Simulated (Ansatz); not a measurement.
# MP2/STO-3G run of SnH2 (SMILES [H][Sn][H])

Aim: the vertical singlet–triplet gap of SnH2 at MP2/STO-3G, from 2 runs. 

The calculation is run with Ansatz 0.2.0.

32 further runs of the same task are left out: 2 that didn't finish, 30 set aside as unsound or not needed.

## 1. The system as given

SnH2 has 3 atoms, charge 0, and is taken as a singlet. SMILES: `[H][Sn][H]`. Geometry: a GFN2-xTB relaxation, a rough one for these elements and not checked as a minimum.

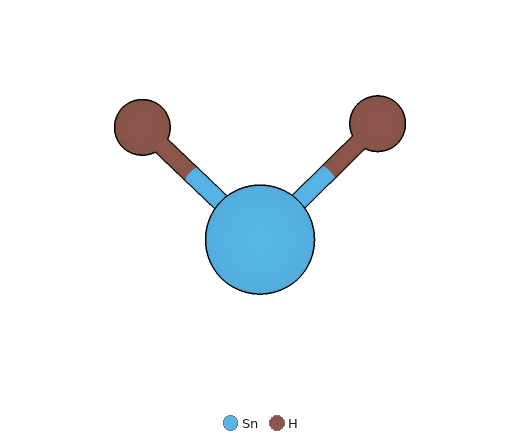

Viewed from a chosen angle; tin blue, hydrogen brown.

## 2. A single-point energy at MP2/STO-3G

input.yaml reads:

```yaml
crystal:
  periodic: [false, false, false]
  atoms:
    - {symbol: Sn, position_ang: [0.005160, -0.008860, -0.870070]}
    - {symbol: H, position_ang: [1.236480, -0.017770, 0.442810]}
    - {symbol: H, position_ang: [-1.241640, 0.026630, 0.427260]}
basis:
  gaussian:
    orbitals: STO-3G
correlation:
  method: mp2
  frozen_orbitals: {H: 0, Sn: 18}
accuracy: high
```

Launch:

```sh
ansatz run input.yaml --threads 1 --pin off --max-ram 2610MiB --events-out events.jsonl --progress --plain --runs-dir runs
```

The log of the run:

```text
Warning: RAYON_NUM_THREADS=1 ignored (pool sized by the plan → 1); use --threads N
Functional definition: HF
  name "HF"
  exchange = exact_x
  correlation = 0
494 factors; integrals over basis functions are off by at most 5.0e-9 eV
mean field evaluation 1: about -162298.6282 eV, gradient 5.5e0 eV
mean field evaluation 2: about -162298.6396 eV, gradient 5.4e0 eV
mean field evaluation 4: about -162298.8482 eV, gradient 2.0e-1 eV
mean field evaluation 8: about -162298.8481 eV, gradient 3.5e-5 eV
mean field -162298.84808746 eV, -5964.3726571037 hartree, gradient 5.6e-9 eV, S^2 0.000000; 0 other end points of the search recorded, 0 dependent functions left out; unrestricted orbitals would lower it
mean field evaluation 16: about -162298.8995 eV, gradient 1.9e-1 eV
18 core orbitals not correlated: weight in the atoms' cores, before any rotation towards them, 1.000 or more for the frozen orbitals, at most 0.000 for the correlated occupied ones
reference -162298.84808746 eV, -5964.3726571037 hartree; 8, 8 occupied and 3, 3 virtual orbitals, 494 factors
second order -0.90127724 eV of doubles, -0.00000000 eV of singles
Total energy: -162299.74936470 eV, -5964.4057784314 hartree
```

Wall time 0.46 s (1 thread of Arm Neoverse V1, shared host).

## 3. The triplet

job.yaml reads:

```yaml
crystal:
  periodic: [false, false, false]
  atoms:
    - {symbol: Sn, position_ang: [0.005160, -0.008860, -0.870070]}
    - {symbol: H, position_ang: [1.236480, -0.017770, 0.442810]}
    - {symbol: H, position_ang: [-1.241640, 0.026630, 0.427260]}
basis:
  gaussian:
    orbitals: STO-3G
magnetization:
  spin_polarized: true
  initial_magnetization: 2
correlation:
  method: mp2
  frozen_orbitals: {H: 0, Sn: 18}
accuracy: high
```

Launch:

```sh
ansatz run job.yaml --threads 1 --pin off --max-ram 2610MiB --events-out events.jsonl --progress --plain --runs-dir runs
```

The log of the run:

```text
Warning: RAYON_NUM_THREADS=1 ignored (pool sized by the plan → 1); use --threads N
[... 4 set-up lines as earlier in the session ...]
494 factors; integrals over basis functions are off by at most 5.0e-9 eV
mean field evaluation 1: about -162297.5932 eV, gradient 4.4e0 eV
mean field evaluation 2: about -162297.6097 eV, gradient 4.3e0 eV
mean field evaluation 4: about -162298.0884 eV, gradient 1.0e0 eV
mean field evaluation 8: about -162298.1564 eV, gradient 1.7e-2 eV
mean field -162298.15645260 eV, -5964.3472399915 hartree, gradient 3.2e-8 eV, S^2 2.014809; 0 other end points of the search recorded, 0 dependent functions left out
18 core orbitals not correlated: weight in the atoms' cores, before any rotation towards them, 1.000 or more for the frozen orbitals, at most 0.000 for the correlated occupied ones
reference -162298.15645260 eV, -5964.3472399915 hartree; 9, 7 occupied and 2, 4 virtual orbitals, 494 factors
second order -0.69271318 eV of doubles, -0.00000000 eV of singles
Total energy: -162298.84916578 eV, -5964.3726967313 hartree
```

Run time: 0.5 s. Hardware: 1 thread of Arm Neoverse V1, shared host.

## 4. Outcome

Level: MP2/STO-3G, 18 core orbitals frozen.

| quantity | value |
| --- | --- |
| singlet: total energy | -5964.40578 Eh |
| singlet: correlation energy (18 core orbitals frozen) | -33.1 mEh |
| triplet: total energy | -5964.37270 Eh |
| triplet: correlation energy (18 core orbitals frozen) | -25.5 mEh |
| triplet: ⟨S²⟩ of the reference determinant | 2.015 |
| vertical energy of the triplet above the singlet | 0.900 eV |

In words: At this shape the triplet lies 0.90 eV (20.8 kcal/mol) above the singlet. In a minimal basis such a difference can be off by several eV, whatever the method. The restricted solution (singlet) is unstable to spin breaking: an unrestricted one lies lower. Relativity is left out (singlet) although the molecule holds a heavy atom. Relativity is left out (triplet) although the molecule holds a heavy atom.
